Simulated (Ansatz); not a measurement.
**Si$_{3}$NH$_{8}$Cl: single-point calculation**

Si$_{3}$NH$_{8}$Cl, computed with RKS B3LYP-D4/def2-TZVPP (Ansatz 0.2.0).

The geometry comes from this level: PBE0-D4/def2-TZVP.

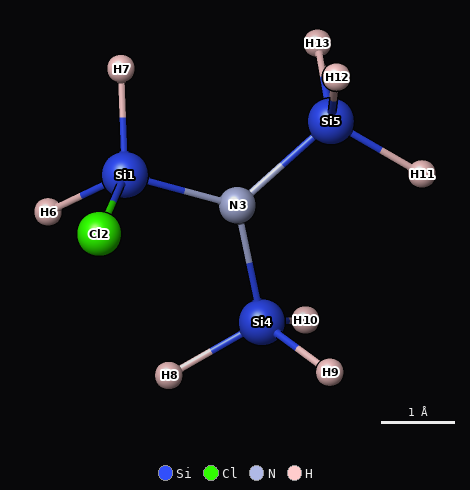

*The structure (ball-and-stick view, seen at a tilt; atoms are numbered from 1 in the order of the input).*

Bond lengths as drawn: Cl–Si 2.06 Å, H–Si 1.48 to 1.49 Å and N–Si 1.72 to 1.74 Å.

## Summary

```json
{"quantity": "outcome", "value": "converged"}
{"quantity": "total energy", "value": "−37783.8679 eV"}
{"quantity": "mean-field energy", "value": "−37783.1997 eV"}
{"quantity": "dispersion energy", "value": "−0.6682 eV"}
{"quantity": "SCF solution under orbital rotations", "value": "stable"}
{"quantity": "hardware", "value": "4 CPU threads, shared host"}
{"quantity": "wall time", "value": "2.7 s (CPU time 2.6 s)"}
{"quantity": "peak memory", "value": "0.84 GiB"}
```

## The input
```yaml
crystal:
  periodic: [false, false, false]
  atoms:
    - {symbol: Si, position_ang: [0.396262, 1.550848, 0.258209]}
    - {symbol: Cl, position_ang: [2.298147, 1.143418, 0.932157]}
    - {symbol: N, position_ang: [-0.382076, 0.140912, -0.332848]}
    - {symbol: Si, position_ang: [-0.935581, -1.097315, 0.761784]}
    - {symbol: Si, position_ang: [-0.499342, -0.126678, -2.051283]}
    - {symbol: H, position_ang: [-0.335544, 2.126142, 1.406661]}
    - {symbol: H, position_ang: [0.521744, 2.512781, -0.861524]}
    - {symbol: H, position_ang: [-0.790765, -0.568808, 2.142257]}
    - {symbol: H, position_ang: [-0.136511, -2.340986, 0.618792]}
    - {symbol: H, position_ang: [-2.360497, -1.420591, 0.491436]}
    - {symbol: H, position_ang: [-0.945269, -1.530962, -2.247533]}
    - {symbol: H, position_ang: [0.817894, 0.080162, -2.705303]}
    - {symbol: H, position_ang: [-1.488091, 0.790771, -2.674233]}
basis:
  gaussian: {orbitals: def2-TZVPP}
hamiltonian: {xc: {name: B3LYP}, dispersion: d4}
```

Command:
```bash
ansatz run in.yaml --threads 4 --pin off --events-out ev --progress --plain --max-ram 66560MiB --backend cuda --devices 0, --max-vram 37GiB
```

## The program's output
```
Functional definition: B3LYP
  name "B3LYP"
  cite "Stephens, Devlin, Chabalowski & Frisch, J. Phys. Chem. 98, 11623 (1994) doi:10.1021/j100096a001"
  cite "Becke, Phys. Rev. A 38, 3098 (1988) doi:10.1103/PhysRevA.38.3098"
  cite "Lee, Yang & Parr, Phys. Rev. B 37, 785 (1988) doi:10.1103/PhysRevB.37.785"
  cite "Vosko, Wilk & Nusair, Can. J. Phys. 58, 1200 (1980) doi:10.1139/p80-159"
  parameter a0 = 0.2
  parameter ax = 0.72
  parameter ac = 0.81
  exchange = (1 - a0 - ax)*slater_x + ax*b88_x + a0*exact_x
  correlation = (1 - ac)*vwn_rpa_c + ac*lyp_c
1813 factors; their error is unknown
mean field evaluation 1: about -37775.1973 eV, gradient 6.6e1 eV
mean field evaluation 2: about -37754.3669 eV, gradient 1.1e2 eV
mean field evaluation 4: about -37783.1027 eV, gradient 4.7e0 eV
mean field evaluation 8: about -37783.1446 eV, gradient 7.3e-2 eV
mean field -37783.19940278 eV, -1388.5069676799 hartree, gradient 5.8e-5 eV, S^2 0.000000; 0 other end points of the search recorded, 0 dependent functions left out
reference -37783.19973755 eV, -1388.5069799824 hartree; 37, 37 occupied and 274, 274 virtual orbitals, 1813 factors
Total energy: -37783.86792433 eV, -1388.5315353936 hartree
```
